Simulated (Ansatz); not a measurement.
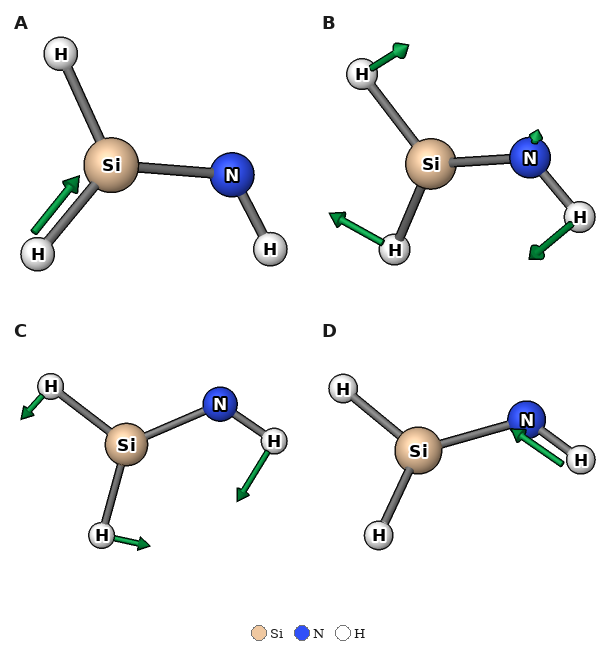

4 normal modes of one molecule or complex, as arrows. Harmonic vibrations computed with RKS PBE0-D4/def2-TZVP (Ansatz 0.2.0) at a stationary point of the same level.

> Match the panels to the wavenumbers 572 cm⁻¹, 750 cm⁻¹, 2201 cm⁻¹, 3617 cm⁻¹.

A: 2201 cm⁻¹, Si–H stretching
B: 750 cm⁻¹, angle bending
C: 572 cm⁻¹, H–N–Si bending
D: 3617 cm⁻¹, N–H stretching
